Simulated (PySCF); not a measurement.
**SiH3S (SMILES [SiH2]S): levels of theory compared**

Wanted: a comparison of 6 runs (U-r2SCAN/STO-3G, U-wB97X-V/STO-3G, UPBE/STO-3G, USVWN5/STO-3G, ROCCSD(T)/STO-3G, UCCSD(T)/STO-3G) of SiH3S. Input form: a Python script.

Program for the calculation: PySCF 2.14.0.

2 further runs of the same task are left out: 2 set aside as unsound or not needed.

## Step 1: The system as given

SiH3S has 5 atoms, charge 0, and is taken as a doublet. SMILES: `[SiH2]S`. The Si1–H4 distance was set to 3.273 Å, away from the relaxed value. At this shape a bond of the SMILES string is far longer than usual.

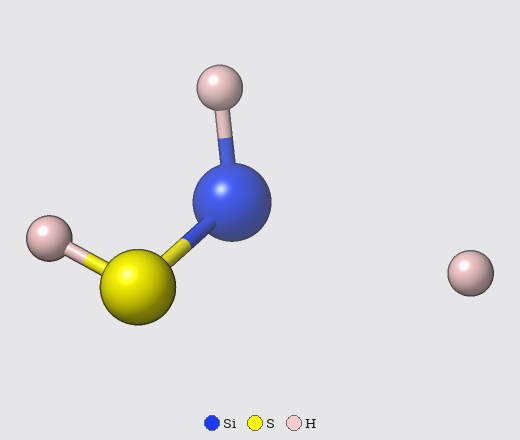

The structure, seen from a chosen angle (silicon blue, sulfur yellow, hydrogen pink).

## Step 2: The energy at U-r2SCAN/STO-3G (run 1)

Input file job.py:

```python
from pyscf import gto, dft

molecule = gto.Mole()
molecule.atom = '''
Si   1.516498  -0.514960   0.435419
S    1.885898   1.585040   0.450219
H    1.518298  -1.077760   1.817719
H   -1.440300  -0.843200  -0.929900
H    3.020598   1.493340   1.164019
'''
molecule.max_memory = 1860
molecule.basis = 'sto-3g'
molecule.verbose = 4
molecule.charge = 0
molecule.spin = 1
molecule.build()

mf = dft.UKS(molecule)
mf.xc = 'r2scan'
mf.conv_tol = 1e-10
mf.grids.level = 5
mf.kernel()
if not mf.converged:
    mf = mf.newton().run(mf.mo_coeff, mf.mo_occ)

e_final = mf.e_tot
print(f'total energy: {e_final:.8f} hartree')
```

Run with:

```console
$ OMP_NUM_THREADS=1 python job.py
```

Output:

```text
PySCF version 2.14.0

[... 57 lines left out ...]
WARN: HOMO -0.174186522462212 >= LUMO -0.17418652246221
[... 70 lines left out ...]
converged SCF energy = -681.4558613154  <S^2> = 0.88192302  2S+1 = 2.1278374
total energy: -681.45586132 hartree
```

Run time: 11 s. Hardware: 1 thread of Arm Neoverse V1, shared host; peak memory 0.22 GiB.

## Step 3: The energy at U-wB97X-V/STO-3G (run 2)

Input file job.py:

```python
from pyscf import gto, dft

mol = gto.M(
    atom='''
Si     2.865766    -0.973133     0.822823
S      3.563831     2.995291     0.850791
H      2.869167    -2.036671     3.434991
H     -2.721773    -1.593417    -1.757256
H      5.708103     2.822004     2.199677
''',
    unit='bohr',
    verbose=3,
    basis='sto-3g',
    charge=0,
    max_memory=1860,
    spin=1,
)

calc0 = dft.UKS(mol)
calc0.xc = 'wb97x-v'
calc0.grids.level = 5
calc0.conv_tol = 1e-10
calc0.nlcgrids.level = 1
calc0.kernel()
if not calc0.converged:
    calc0 = calc0.newton().run(calc0.mo_coeff, calc0.mo_occ)

etot = calc0.e_tot
print('Final energy', etot)
```

Run with:

```console
$ OMP_NUM_THREADS=1 python job.py
```

Output:

```text
converged SCF energy = -681.395543715567  <S^2> = 0.7758379  2S+1 = 2.0256731
Final energy -681.3955437155665
```

Wall time 31 s (1 thread of Arm Neoverse V1, shared host); peak memory 0.21 GiB.

Runs 3 to 5 aren't shown in full; the table further down has their settings and results.

## Step 4: The energy at UCCSD(T)/STO-3G (run 6)

Input file job.py:

```python
from pyscf import gto, scf, cc

system = gto.Mole()
system.atom = [
    ('Si', (1.516498, -0.514960, 0.435419)),
    ('S', (1.885898, 1.585040, 0.450219)),
    ('H', (1.518298, -1.077760, 1.817719)),
    ('H', (-1.440300, -0.843200, -0.929900)),
    ('H', (3.020598, 1.493340, 1.164019)),
]
system.verbose = 3
system.max_memory = 1860
system.basis = 'sto-3g'
system.spin = 1
system.build()

mf = scf.UHF(system)
mf.conv_tol = 1e-10
mf.kernel()
if not mf.converged:
    mf = mf.newton().run(mf.mo_coeff, mf.mo_occ)

mycc = cc.CCSD(mf, frozen=10)
mycc.kernel()
e_t = mycc.ccsd_t()
energy = mycc.e_tot + e_t
print(f'total energy: {energy:.8f} hartree')
```

Run with:

```console
$ OMP_NUM_THREADS=1 python job.py
```

Output:

```text
converged SCF energy = -680.331890938124  <S^2> = 0.75200687  2S+1 = 2.0020059
E(UCCSD) = -680.4111361820538  E_corr = -0.07924524392973763
UCCSD(T) correction = -0.00127808136589889
total energy: -680.41241426 hartree
```

Run time: 0.84 s. Hardware: 1 thread of Arm Neoverse V1, shared host; peak memory 0.1 GiB.

## Step 5: Overview of the runs

```tsv
run	level	nlc grid	integration grid	energy (Eh)	dipole moment (D) of the reference	HOMO energy (eV)	LUMO energy (eV)	wall time
1	U-r2SCAN/STO-3G	–	5	-681.455861	1.33	-1.56	0.46	11 s
2	U-wB97X-V/STO-3G	1	5	-681.395544	1.24	-4.82	3.71	31 s
3	UPBE/STO-3G	–	5	-681.144057	1.22	-1.22	0.39	6.6 s
4	USVWN5/STO-3G	–	5	-678.856700	1.66	-1.18	0.22	3.3 s
5	ROCCSD(T)/STO-3G	–	–	-680.412414	1.32	–	–	0.99 s
6	UCCSD(T)/STO-3G	–	–	-680.412414	1.32	-5.23	5.60	0.84 s
```

## Step 6: Results

| quantity | value |
| --- | --- |
| run 6: total energy | -680.41241 Eh |
| run 6: dipole moment (Hartree–Fock density) | 1.32 D |
| run 6: HOMO energy (Hartree–Fock orbitals) (highest over α and β) | -5.23 eV |
| run 6: LUMO energy (Hartree–Fock orbitals) (lowest over α and β) | 5.60 eV |
| run 6: correlation energy (10 core orbitals frozen) | -80.5 mEh |
| run 6: (T) correction | -1.28 mEh |
| run 6: ⟨S²⟩ of the reference determinant | 0.752 |
| run 6: T1 diagnostic | 0.022 |

What this shows: Over runs 1, 2, 3, 4 the dipole moment (its size) runs from 1.22 D (UPBE/STO-3G) to 1.66 D (USVWN5/STO-3G). Totals of different functionals can't be ranked against each other. In runs 1, 2, 3, 4, 5, 6 the basis is minimal, so the values are rough. Spin contamination of the reference: run 1 ⟨S²⟩ = 0.88. All runs together took 54 s, the longest 31 s.
